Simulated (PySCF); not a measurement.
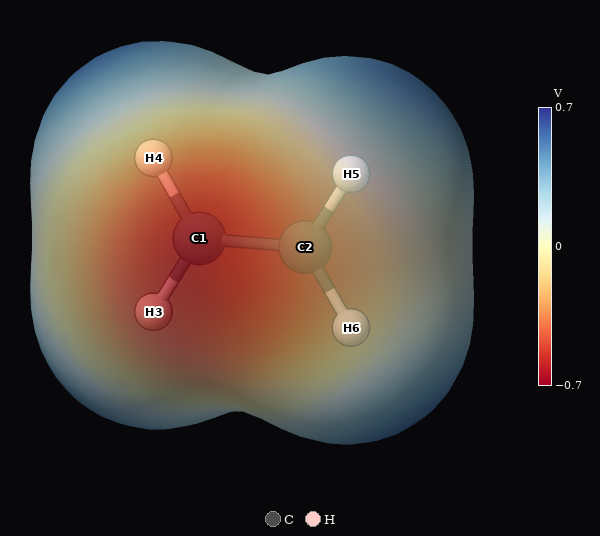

Figure. C₂H₄, SMILES `C=C`. Electrostatic potential on the surface of electron density 0.001 a.u.

Computed with PySCF, BP86/def2-TZVP, geometry: GFN2-xTB. No frequency check shows the geometry to be a minimum.

Geometry (Å), atoms numbered from 1:

```
C1      -0.6582    0.0000    0.0000
C2       0.6582    0.0000    0.0000
H3      -1.2293   -0.9140    0.0000
H4      -1.2293    0.9140    0.0000
H5       1.2293    0.9140    0.0000
H6       1.2293   -0.9140    0.0000
```

Question: Where are the extremes of the potential on the surface?

Answer: Highest: 0.55 V, 1.3 Å from H3, and at like points elsewhere. Lowest: −0.63 V, off the C1–C2 bond (2.2 Å from its atoms), and at like points elsewhere. The surface is sampled at points, so like sites can differ by a few per cent and only the strongest of them is named.
